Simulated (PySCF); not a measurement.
C₅H₁₅AlSi, SMILES C[SiH2]C[CH2][Al]([CH3])[CH3] at its GFN2-xTB optimised geometry (Å):

```
22

Si    -1.0516     2.3045    -0.1622
C      0.2007     3.6979    -0.4673
C     -0.1886     0.6112    -0.2273
C     -1.1711    -0.5563     0.0000
Al    -0.1771    -2.3034     0.0000
C      1.8195    -2.3034     0.0000
C     -1.1780    -4.0279     0.0110
H     -1.6737     2.4827     1.1595
H     -2.1030     2.3562    -1.1904
H      0.6729     3.6053    -1.4410
H      0.9882     3.6991     0.2805
H     -0.2863     4.6672    -0.4310
H      0.6049     0.5621     0.5241
H      0.3070     0.4760    -1.1930
H     -1.7099    -0.3880     0.9431
H     -1.9532    -0.5223    -0.7710
H      2.2505    -1.8940     0.9199
H      2.2611    -1.7295    -0.8213
H      2.2003    -3.3270    -0.0911
H     -0.8845    -4.6672     0.8505
H     -1.0033    -4.6206    -0.8933
H     -2.2611    -3.8839     0.0875
```

Method: PySCF with PBE0/def2-SVP. Cells within 0.4 Å of a nucleus heavier than hydrogen are left out (blank, or x).

Map of the HOMO amplitude (bohr^(-3/2)) on the plane z = 0.0 Å; orbital energy -6.72 eV, overall sign arbitrary:

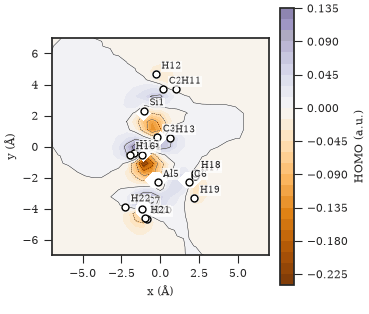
HOMO amplitude (bohr^(-3/2)) on the plane z = 0.0 Å.
